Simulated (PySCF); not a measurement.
CH$_{6}$FNOSi, SMILES `[SiH3]F.NC=O`.

PySCF calculation, CAM-B3LYP/def2-SVP, gas phase; geometry: GFN2-xTB.

Cartesian coordinates (Å):

```
Si1     -2.3753    0.4240    0.0586
F2      -1.3706   -0.8270   -0.1332
H3      -3.1322    0.4700   -1.1807
H4      -1.4951    1.5619    0.2626
H5      -3.1676    0.0739    1.2251
N6       1.7260   -0.9852    0.0690
C7       2.0154    0.3147   -0.1020
O8       3.1040    0.8083    0.0368
H9       2.4624   -1.6163    0.3422
H10      0.7934   -1.3408   -0.0406
H11      1.1232    0.9000   -0.3954
```

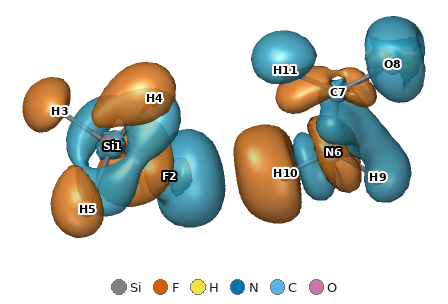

Density of the complex less the densities of the two fragments at the same geometry, ±0.0015 e/Å³ (light blue: gain, orange: loss). Fragment A: SiH3F (atoms 1–5); fragment B: H3CNO.

> Which way does charge flow?

Hirshfeld charges show 0.006 e passing from A to B. By Hirshfeld charges, electrons gather most on F2 (−0.009 e) and leave H10 most (+0.011 e); 0.05 e is displaced in all, which induces a dipole of 0.39 D.

> What is the interaction energy, and which contacts carry it?

The counterpoise-corrected interaction energy of the frozen fragments is −2.9 kcal/mol without dispersion correction and −3.8 kcal/mol with D3(BJ). The pair geometry is semi-empirical, not a minimum at this level. Contacts: F2···H10, hydrogen bond, 2.23 Å, ρ = 0.012 a.u.; H4···H11, H···H contact, 2.78 Å, ρ = 0.003 a.u. The pose is a local one from a semi-empirical search, not shown to be the most stable.
